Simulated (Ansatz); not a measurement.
```csv
atom,x (Å),y (Å),z (Å)
F,0.6053,1.2130,1.4890
In,0.0669,0.0073,0.0737
Cl,1.1444,-2.0478,0.0798
I,-1.7610,0.7673,-1.6629
```

Core potentials replace the inner electrons of In and I.

All numbers below come from RKS BHLYP/def2-SVP (Ansatz 0.2.0).

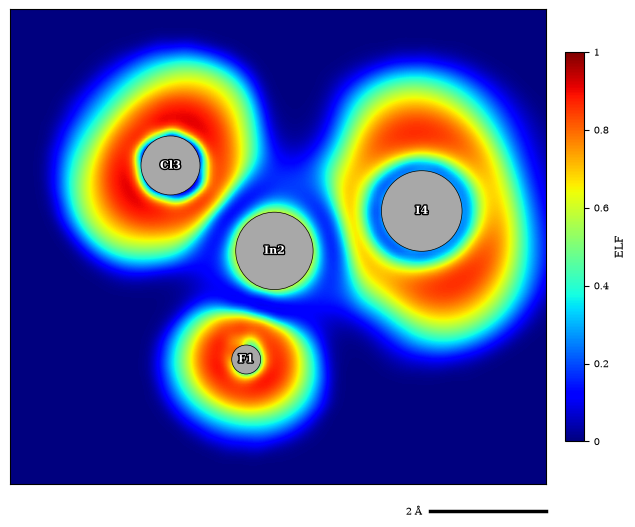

ClFIIn (SMILES [F][In]([Cl])[I]). Electron localisation function on the molecular plane. Grey discs cover the atomic cores.

Read the bonding off the picture.

- Atoms in the plane: F, In, Cl and I.
- In–F (1.94 Å): the ELF peaks at about 0.80 in the valence shell of F, 0.5 Å from its nucleus, and drops to about 0.10 between the two atoms.
- In–Cl (2.32 Å): the ELF peaks at about 0.80 in the valence shell of Cl, 0.8 Å from its nucleus, and drops to about 0.15 between the two atoms.
- In–I (2.63 Å): the ELF peaks at about 0.65 in the valence shell of I, 1.2 Å from its nucleus, and drops to about 0.15 between the two atoms.
- The ELF also peaks beside F1, I4 and Cl3, away from the bonds: lone-pair regions.
